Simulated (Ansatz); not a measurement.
# C5H9B: single point in a Gaussian basis, by script

Aim: a single point in a Gaussian basis, for C5H9B, run from a script. SMILES: C=CBC(=C)C.

Program: the Python package of Ansatz 0.2.0. Level of theory: MP2/def2-SVP. These are calculated values, not measurements.

## (1) The system

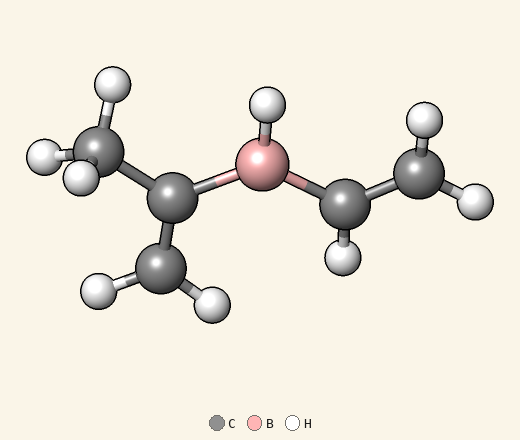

The starting structure, viewed from a chosen angle; carbon grey, boron pink, hydrogen white.

The script holds or builds the structure itself.

## (2) Script

energy_c5h9b.py

```python
'''Single point of C5H9B.'''

import ansatz as az
import numpy as np
import pandas as pd


def main() -> None:
    molecule = (
        az.Crystal.molecule()
        .atom('C', [2.9765, -0.2231, -0.0677])
        .atom('C', [1.7008, -0.5854, -0.2201])
        .atom('B', [0.5282, 0.4048, 0.1351])
        .atom('C', [-1.007, 0.0426, -0.0099])
        .atom('C', [-1.4185, -1.194, -0.3303])
        .atom('C', [-2.0252, 1.1018, 0.3161])
        .atom('H', [3.7702, -0.9187, -0.3207])
        .atom('H', [3.2458, 0.7604, 0.3073])
        .atom('H', [1.484, -1.5767, -0.6002])
        .atom('H', [0.8086, 1.4908, 0.511])
        .atom('H', [-0.7239, -1.9997, -0.5349])
        .atom('H', [-2.4779, -1.4263, -0.3873])
        .atom('H', [-1.6228, 2.1162, 0.1074])
        .atom('H', [-2.9431, 0.971, -0.2967])
        .atom('H', [-2.2957, 1.0364, 1.3909])
    )

    base = (
        molecule.calculation()
        .basis(gaussian='def2-SVP')
        .correlation('MP2')
        .forces()
    )
    outcome = base.run(threads=1, pin='off')
    r = outcome.report

    for key in ('converged', 'free_energy_ev', 'reference_energy_ev', 'n_frozen', 'n_occupied', 'n_virtual'):
        print(f'{key:22s} {r[key]}')

    print('correlation energy', round(r['free_energy_ev'] - r['reference_energy_ev'], 5), 'eV')
    cluster = r['correlation'].get('coupled_cluster')
    if cluster:
        print('cycles', cluster['cycles'], ' T1 diagnostic', round(cluster['t1_diagnostic'], 4), ' largest double', round(cluster['largest_double'], 4))

    symbols = [site.symbol for site in molecule.cartesian_sites]
    forces = np.array(r['forces_ev_ang'])
    print('largest force', round(float(np.linalg.norm(forces, axis=1).max()), 4), 'eV/A, rms', round(float(np.sqrt((forces ** 2).mean())), 4))

    charges = r['charge_distribution']
    table = pd.DataFrame({'atom': symbols, 'mulliken': charges['mulliken_charges_e'], 'lowdin': charges['lowdin_charges_e']})
    print(table.round(3).to_string())
    print('dipole (e A):', np.round(charges['dipole_moment_e_ang'], 4) + 0.0)


if __name__ == '__main__':
    main()
```

## (3) Running it

The run is started by

```
> python energy_c5h9b.py
```

Q: Predict the main results. Wanted: total energy; largest force; dipole moment.

As calculated:

| quantity | value |
| --- | --- |
| total energy | -5981.4561 eV |
| largest force | 1.800 eV/Å |
| dipole moment | 0.61 D |

Forces reach 1.80 eV/Å, so the atoms aren't at rest. Reading the output:
- The geometry is a force-field or estimated start, not a minimum of this method, and the basis set is short of its limit.
- The Löwdin charges here are taken after orthogonalising the functions within each atom; they differ from plain Löwdin charges, and their signs can be unphysical.
- Inner cores stay frozen, so this is valence correlation.
